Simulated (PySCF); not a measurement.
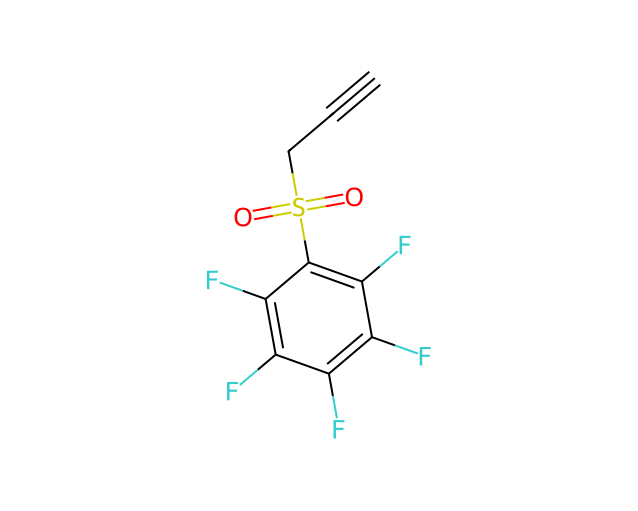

Source: calculation with PySCF.

2D structure.

**Give its SMILES.**

C#CCS(=O)(=O)c1c(F)c(F)c(F)c(F)c1F

**Give the formula, hydrogens included.**

C9H3F5O2S.

**An optimisation with GFN2-xTB gave a structure of which point group?**

C1. Other conformers may differ.
